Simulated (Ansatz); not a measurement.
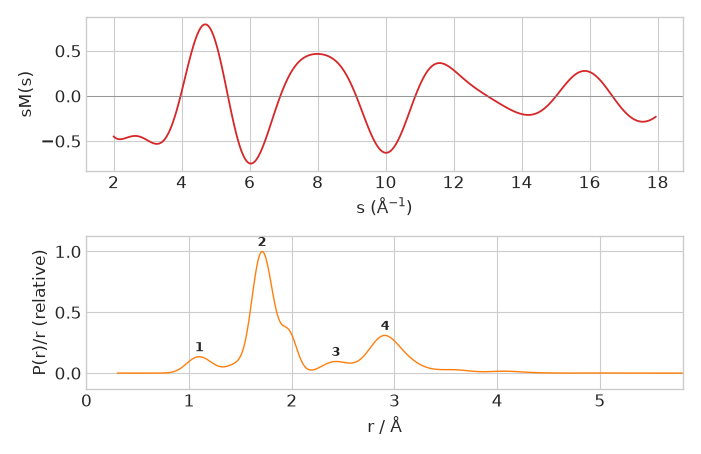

Simulated gas electron diffraction: reduced molecular intensity sM(s) from the Debye equation in the first Born approximation (top) and the radial distribution curve (bottom) of BFH5NSi. Each pair of atoms contributes with weight ZᵢZⱼ/r; damping constant 0.002 Å²; vibrational amplitudes assumed, not computed: 0.05 Å for bonds, 0.078 Å for bonds to H, 0.06 + 0.015 r up to 0.15 Å for other pairs. The geometry is the end point of an optimisation (Ansatz, RKS PBE/STO-3G); it may be a saddle point or a higher isomer. SMILES: B[SiH](N)F.

**Which pairs of atoms lie under the numbered peaks? Mark bonded pairs by – and others by ···.**

Peak 1, 1.10 Å: N–H 1.06 Å (×2), B–H 1.18 Å (×2), not resolved
Peak 2, 1.71 Å: Si–F 1.67 Å, Si–N 1.78 Å, not resolved; in its flanks Si–B 1.97 Å
Peak 3, 2.43 Å: Si···H 2.39 Å (×2), F···H 2.53 Å, not resolved
Peak 4, 2.91 Å: Si···H 2.77 Å (×2), F···N 2.87 Å, F···B 2.93 Å, N···B 3.05 Å, F···H 3.13 Å (×2), not resolved
